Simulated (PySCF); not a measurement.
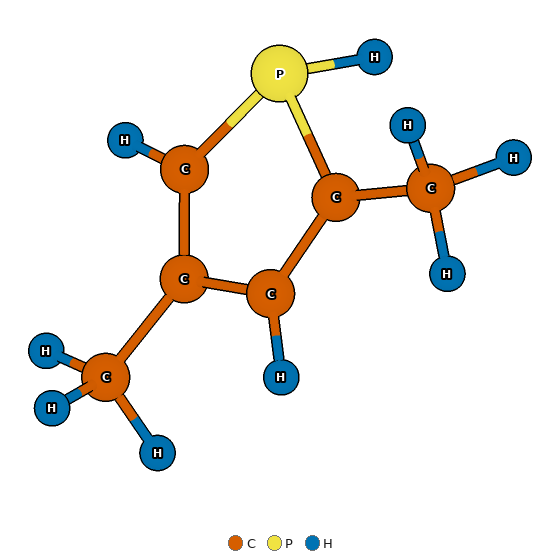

The molecule: C₆H₉P, SMILES Cc1c[pH]c(C)c1.

Simulated rotational absorption lines between 2 and 8 GHz at 10 K: rigid rotor with the equilibrium constants and dipole of one optimised conformer (PBE0-D3(BJ)/def2-SVP, PySCF), commonest isotopes; no centrifugal distortion, hyperfine structure, internal rotation or nuclear-spin weights; lines within 1 MHz of each other are summed. Lines of different type are drawn apart.

Question: What are the rotational constants, and what kind of rotor is it?

Answer: Rotational constants A, B, C = 3.746, 1.776, 1.235 GHz; Ray's κ = −0.57, an asymmetric top on the prolate side.

Question: Which dipole components drive the lines?

Answer:
|μa|, |μb|, |μc| = 0.27, 0.92, 0.52 D; b-type lines carry 75 % of the intensity in this range.

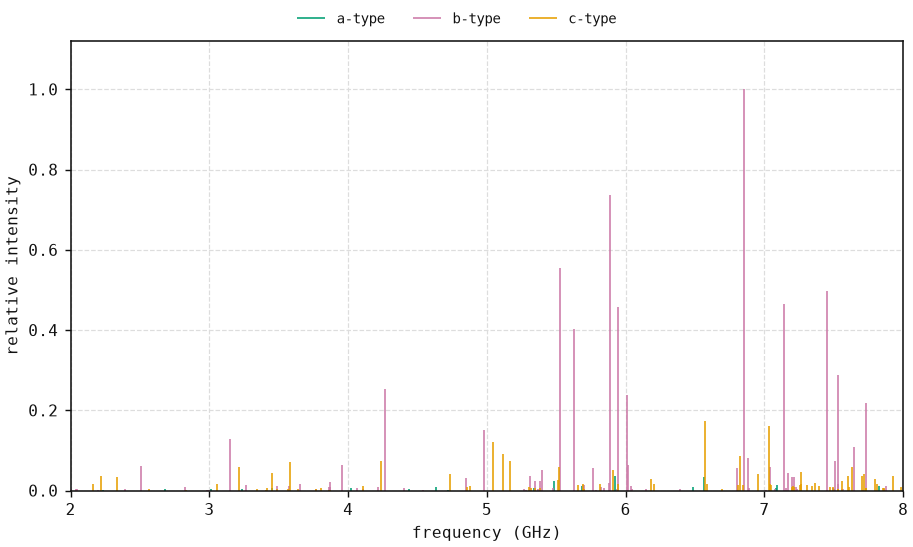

Note: coarse grid, loose stop and no frequency check, small forces are noise and the end may be a saddle.
